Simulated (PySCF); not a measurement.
# C4H8OSi: geometry, spin-spin couplings

Aim: predict the spin-spin couplings of C4H8OSi (`C=C1C[C@@H]1O[SiH3]`).

Computed with PySCF 2.14.0, with density-fitted response routines of our own, on a single molecule in the gas phase. Atoms count from 0, in the outputs and in this text.

### Step 1. The starting structure

14 atoms, charge 0, multiplicity 1; geometry from: GFN2-xTB. The atoms were then displaced at random by about 0.01 Å, so the start is not that level's minimum.

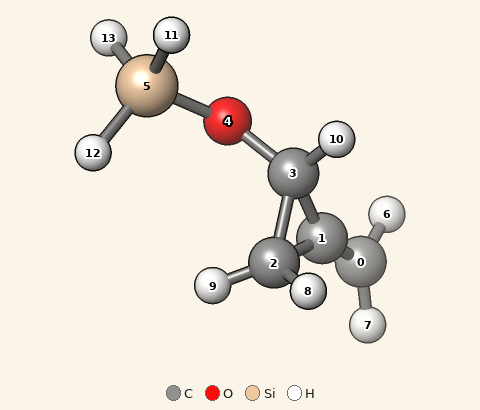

As it starts; carbon grey, oxygen red, silicon light orange, hydrogen white, atoms numbered.

### Step 2. Relaxing the molecule at PBE0-D3(BJ)/def2-SVP

What the job is given:

```
{"job": {"xc": "PBE0", "basis": "def2-SVP", "d3": "d3bj", "grid": 1, "shake": 0.01, "kind": "geom"}, "charge": 0, "multiplicity": 1}
C      2.459710     0.906040    -0.522020
C      1.421590     0.235170    -0.073250
C      0.791120    -1.074560     0.160450
C      0.102610     0.216920     0.478960
O     -0.993060     0.610530    -0.317760
Si    -2.472800    -0.015870    -0.492830
H      2.433540     2.007140    -0.540360
H      3.343920     0.456750    -0.908010
H      1.154650    -1.677310     1.010640
H      0.483000    -1.637950    -0.684050
H     -0.080540     0.462210     1.540930
H     -3.203800    -0.018260     0.781770
H     -2.437590    -1.396420    -0.976420
H     -3.009510     0.910520    -1.470780
```

Started as:

```
$ OMP_NUM_THREADS=1 python probes_run.py task.json out
```

The driver reads the jobs from task.json and runs them one after another.

Log:

```text
step   0  E = -521.24331777  max force = 0.047568
step   1  E = -521.25159630  max force = 0.009212
step   2  E = -521.25206044  max force = 0.004764
step   3  E = -521.25221884  max force = 0.003334
step   4  E = -521.25226819  max force = 0.001198
step   5  E = -521.25230822  max force = 0.001237
step   6  E = -521.25233062  max force = 0.001161
step   7  E = -521.25234237  max force = 0.001014
step   8  E = -521.25234484  max force = 0.000961
step   9  E = -521.25234675  max force = 0.000698
step  10  E = -521.25234939  max force = 0.000483
step  11  E = -521.25235082  max force = 0.000262
optimisation converged
```

It took 2.1 min on 1 thread of Arm Neoverse N1, shared host; peak memory 0.49 GiB.

Along the way:

```
step  energy from step 0 (eV)  largest force component (eV/Å)
   0                   0.0000                          2.4460
   1                  -0.2253                          0.4737
   2                  -0.2379                          0.2450
   3                  -0.2422                          0.1714
   4                  -0.2436                          0.0616
   5                  -0.2446                          0.0636
   6                  -0.2453                          0.0597
   7                  -0.2456                          0.0521
   8                  -0.2456                          0.0494
   9                  -0.2457                          0.0359
  10                  -0.2458                          0.0248
  11                  -0.2458                          0.0135
```

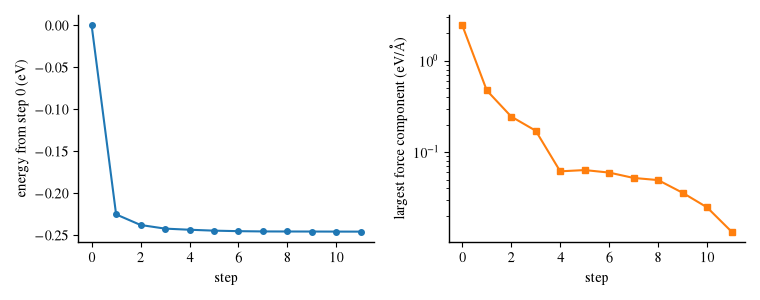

Energy and largest force along the relaxation.

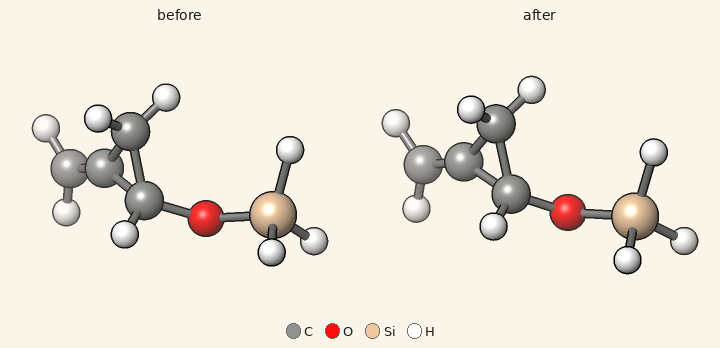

Before and after, at one scale.

Close pairs (by a distance rule), those that changed most:

```
   bond  before (Å)  after (Å)  change (Å)
 O4–Si5       1.616      1.672      +0.056
Si5–H13       1.450      1.487      +0.037
  C2–H9       1.061      1.097      +0.036
Si5–H12       1.463      1.495      +0.032
  C2–C3       1.498      1.528      +0.030
  C0–H7       1.064      1.094      +0.030
  C1–C3       1.430      1.459      +0.029
Si5–H11       1.469      1.497      +0.027
```

The next job starts from the end point, and lists it.

```
                         at the end point                value
  point group (found at 0.08 Å tolerance)                   C1
rotational constants (GHz, main isotopes)  8.686, 1.451, 1.325
                        dipole moment (D)                 1.03
```

### Step 3. Spin-spin couplings: B3LYP/6-31G*

What the job is given:

```
{"job": {"kind": "j", "xc": "B3LYP", "basis": "6-31G*"}, "charge": 0, "multiplicity": 1}
C      2.244691     0.746325     0.141831
C      1.148255     0.066503     0.432984
C      0.453980    -1.224458     0.514247
C     -0.258540     0.092298     0.820554
O     -1.195203     0.605484    -0.063763
Si    -2.773890     0.056077    -0.097227
H      2.256922     1.839063     0.186419
H      3.166074     0.238819    -0.158973
H      0.659208    -1.914959     1.340736
H      0.202150    -1.712637    -0.434749
H     -0.483903     0.282939     1.881340
H     -3.411649     0.215321     1.247231
H     -2.831576    -1.387708    -0.482784
H     -3.479523     0.888190    -1.106986
```

Method: B3LYP/6-31G* indirect spin-spin coupling, non-relativistic, gas phase.

Log:

```text
coarse grid: 12016 points
cycle   1  E = -521.8498800414  dE =  7.492e-01  |g| = 7.061e-01  |ddm| = 3.460e+00
cycle   2  E = -521.6686579560  dE =  1.812e-01  |g| = 1.190e+00  |ddm| = 1.771e+00
cycle   3  E = -521.9493305040  dE = -2.807e-01  |g| = 1.272e-01  |ddm| = 1.251e+00
cycle   4  E = -521.9526459059  dE = -3.315e-03  |g| = 4.446e-02  |ddm| = 1.693e-01
cycle   5  E = -521.9531428985  dE = -4.970e-04  |g| = 9.616e-03  |ddm| = 5.400e-02
cycle   6  E = -521.9531617013  dE = -1.880e-05  |g| = 4.496e-03  |ddm| = 1.408e-02
cycle   7  E = -521.9531666104  dE = -4.909e-06  |g| = 1.207e-03  |ddm| = 4.909e-03
final grid: 110944 points
cycle   8  E = -521.8926960119  dE = -1.203e-05  |g| = 4.791e-03  |ddm| = 1.749e-02
cycle   9  E = -521.8926892945  dE =  6.717e-06  |g| = 7.101e-03  |ddm| = 1.182e-02
cycle  10  E = -521.8927018492  dE = -1.255e-05  |g| = 1.259e-03  |ddm| = 7.261e-03
cycle  11  E = -521.8927022573  dE = -4.081e-07  |g| = 1.017e-04  |ddm| = 1.139e-03
cycle  12  E = -521.8927022592  dE = -1.854e-09  |g| = 7.188e-05  |ddm| = 1.857e-04
cycle  13  E = -521.8927022603  dE = -1.119e-09  |g| = 1.943e-05  |ddm| = 8.648e-05
cycle  14  E = -521.8927022604  dE = -7.662e-11  |g| = 3.272e-06  |ddm| = 1.970e-05
converged SCF energy = -521.8927022604

Indirect spin-spin couplings (Hz)
  i      j    bonds     total        FC       PSO       DSO        SD
  0 C    1 C    1    109.795   117.279    -7.674     0.189         -
  0 C    2 C    2     -2.631    -2.213    -0.322    -0.096         -
  0 C    3 C    2     -1.385    -1.310    -0.003    -0.071         -
  0 C    4 O    3     -1.405    -1.594     0.173     0.015         -
  0 C    5 Si   4     -0.301    -0.332    -0.035     0.049     0.016
  0 C    6 H    1    173.597   172.712     0.256     0.630         -
  0 C    7 H    1    172.001   171.110     0.269     0.622         -
  0 C    8 H    3      6.462     6.691     0.120    -0.349         -
  0 C    9 H    3      7.104     7.268     0.143    -0.307         -
  0 C   10 H    3      3.609     3.731     0.188    -0.310         -
  0 C   12 H    5     -0.152    -0.081     0.124    -0.194         -
  1 C    2 C    1     32.446    33.290    -1.073     0.229         -
  1 C    3 C    1     43.281    44.313    -1.317     0.285         -
  1 C    4 O    2     -2.525    -2.805     0.293    -0.013         -
  1 C    5 Si   3     -5.256    -5.283    -0.023     0.055    -0.006
  1 C    6 H    2     -4.122    -2.446    -1.314    -0.362         -
  1 C    7 H    2     -4.931    -3.252    -1.303    -0.377         -
  1 C    8 H    2     -7.813    -7.778     0.215    -0.250         -
  1 C    9 H    2     -7.786    -7.792     0.179    -0.172         -
  1 C   10 H    2     -3.380    -3.280     0.046    -0.146         -
  1 C   11 H    4     -0.380    -0.256     0.113    -0.237         -
  1 C   13 H    4      0.180     0.309     0.121    -0.250         -
  2 C    3 C    1     19.924    19.803    -0.117     0.238         -
  2 C    4 O    2     -0.398    -0.458     0.057     0.003         -
  2 C    5 Si   3     -2.177    -2.252     0.060     0.017    -0.001
  2 C    6 H    3      8.750     9.094     0.133    -0.477         -
  2 C    7 H    3      4.599     4.757     0.018    -0.175         -
  2 C    8 H    1    171.785   170.223     0.676     0.887         -
  2 C    9 H    1    175.552   173.958     0.659     0.935         -
  2 C   10 H    2      0.480     0.453     0.235    -0.207         -
  2 C   13 H    4     -0.251    -0.071     0.115    -0.295         -
  3 C    4 O    1     10.028    10.448    -0.246    -0.174         -
  3 C    5 Si   2      2.401     2.118     0.273     0.026    -0.017
  3 C    6 H    3      4.712     4.782     0.026    -0.096         -
  3 C    7 H    3      9.262     9.478     0.199    -0.415         -
  3 C    8 H    2     -1.158    -1.314     0.317    -0.162         -
  3 C    9 H    2     -2.087    -2.231     0.277    -0.132         -
  3 C   10 H    1    187.610   186.390    -0.076     1.295         -
  3 C   11 H    3      0.645     0.693    -0.064     0.015         -
  3 C   12 H    3      0.003     0.069    -0.025    -0.041         -
  3 C   13 H    3      6.973     7.303     0.130    -0.460         -
  4 O    5 Si   1    -19.147   -14.188    -5.405     0.050     0.395
  4 O    6 H    4      0.283     0.277     0.014    -0.008         -
  4 O    7 H    4      0.402     0.289    -0.019     0.133         -
  4 O    8 H    3      1.865     1.739    -0.086     0.213         -
  4 O    9 H    3     -2.472    -2.325    -0.085    -0.062         -
  4 O   10 H    2     -4.452    -4.045    -0.484     0.076         -
  4 O   11 H    2     -3.241    -3.437     0.045     0.152         -
  4 O   12 H    2     -3.492    -3.670     0.026     0.151         -
  4 O   13 H    2    -15.041   -15.075    -0.058     0.092         -
  5 Si   6 H    5     -0.272    -0.309    -0.088     0.143    -0.018
  5 Si   7 H    5     -0.772    -0.826    -0.109     0.181    -0.018
  5 Si   8 H    4      0.483     0.363    -0.043     0.144     0.019
  5 Si  10 H    3     -0.465    -0.626     0.079     0.085    -0.004
  5 Si  11 H    1   -185.833  -186.210     1.037    -0.254    -0.407
  5 Si  12 H    1   -188.402  -188.735     1.011    -0.259    -0.419
  5 Si  13 H    1   -208.952  -209.351     1.092    -0.242    -0.451
  6 H    7 H    2     -0.686     0.599     2.079    -3.364         -
  6 H    8 H    4     -4.250    -3.529     0.906    -1.628         -
  6 H    9 H    4     -4.667    -3.991     0.867    -1.543         -
  6 H   10 H    4     -1.728    -1.444     0.285    -0.569         -
  6 H   11 H    6     -0.342    -0.063     0.283    -0.562         -
  6 H   12 H    6     -0.326     0.041     0.403    -0.769         -
  6 H   13 H    6     -0.260    -0.034     0.199    -0.425         -
  7 H    8 H    4     -3.090    -2.726     0.321    -0.684         -
  7 H    9 H    4     -3.601    -3.293     0.259    -0.566         -
  7 H   10 H    4     -2.891    -2.255     0.891    -1.527         -
  7 H   11 H    6     -0.466    -0.075     0.446    -0.837         -
  7 H   12 H    6     -0.230     0.023     0.359    -0.613         -
  7 H   13 H    6     -0.344     0.012     0.366    -0.722         -
  8 H    9 H    2    -13.410   -12.415     1.623    -2.618         -
  8 H   10 H    3      6.176     6.217    -0.042    -0.000         -
  8 H   11 H    5     -0.256    -0.037     0.194    -0.414         -
  8 H   13 H    5     -0.711     0.033     0.527    -1.271         -
  9 H   10 H    3      1.343     2.254     1.592    -2.504         -
  9 H   11 H    5     -0.669    -0.097     0.279    -0.851         -
  9 H   12 H    5      0.898     0.227    -0.649     1.320         -
  9 H   13 H    5     -0.495     0.070     0.160    -0.725         -
 10 H   11 H    4      0.742     0.311    -0.514     0.945         -
 10 H   13 H    4     -1.484    -0.442     0.553    -1.595         -
 11 H   12 H    2     14.240    15.876     0.093    -1.730         -
 11 H   13 H    2     10.586    12.381     0.153    -1.948         -
 12 H   13 H    2     11.312    13.099     0.139    -1.926         -
```

Wall time 24 s (1 thread of Arm Neoverse N1, shared host); peak memory 0.6 GiB.

The basis is not made for couplings: without tight functions at the nuclei these values are rough.

A choice of the couplings up to four bonds, sorted by the number of bonds, with means over like pairs; isotopes 13C, 1H, 17O, 29Si:

```
   pair  bonds  J (Hz)  Fermi contact (Hz)  dihedral (°)
Si5–H11      1  -194.4              -194.8             –
 C3–H10      1   187.6               186.4             –
  C2–H9      1   175.6               174.0             –
  C0–H6      1   173.6               172.7             –
  C0–H7      1   172.0               171.1             –
  C2–H8      1   171.8               170.2             –
  C0–C1      1   109.8               117.3             –
  C1–C3      1    43.3                44.3             –
  C1–C2      1    32.4                33.3             –
  H8–H9      2   -13.4               -12.4             –
H11–H12      2    12.0                13.8             –
  C1–H8      2    -7.8                -7.8             –
  C1–H9      2    -7.8                -7.8             –
 O4–H11      2    -7.3                -7.4             –
  C1–H7      2    -4.9                -3.3             –
 O4–H10      2    -4.5                -4.0             –
  C1–H6      2    -4.1                -2.4             –
 C1–H10      2    -3.4                -3.3             –
  C3–H7      3     9.3                 9.5          -178
  C2–H6      3     8.8                 9.1           175
  C0–H9      3     7.1                 7.3           -70
  C0–H8      3     6.5                 6.7            77
 H8–H10      3     6.2                 6.2             3
 C1–Si5      3    -5.3                -5.3           150
  C3–H6      3     4.7                 4.8             2
  C2–H7      3     4.6                 4.8            -4
 C0–H10      3     3.6                 3.7           -78
  H6–H9      4    -4.7                -4.0             –
  H6–H8      4    -4.2                -3.5             –
  H7–H9      4    -3.6                -3.3             –
  H7–H8      4    -3.1                -2.7             –
 H7–H10      4    -2.9                -2.3             –
 H6–H10      4    -1.7                -1.4             –
```

The spin-dipole term was solved for some atoms only; pairs without it lack that part.

The response was solved for the nuclei of C, H, Si alone, so couplings that need other nuclei can be missing.

Quadrupole couplings from the field gradients of the same density:

```
atom  isotope  eQq/h (MHz)     η
  O4      17O       -9.325  0.48
```

### Step 4. What came out

```
                                    quantity                        value
                                 point group                           C1
        rotational constants (main isotopes)         8.69, 1.45, 1.32 GHz
largest coupling of the table (B3LYP/6-31G*)  1J(Si,H) Si5–H11, -194.4 Hz
```

The optimisation took 11 steps and gained 0.246 eV; among the close pairs (by a distance rule), O4–Si5 changed most, from 1.616 to 1.672 Å. No frequency check was run at this level, so the end point may be a saddle. In the run at B3LYP/6-31G*, the largest coupling of the table is Si5–H11 (mean over like pairs), -194.4 Hz, of which the Fermi-contact term gives -194.8 Hz. Couplings across rotatable bonds belong to this one conformer; where others are populated, the observed values are averages. Couplings from bases without tight functions are rough.
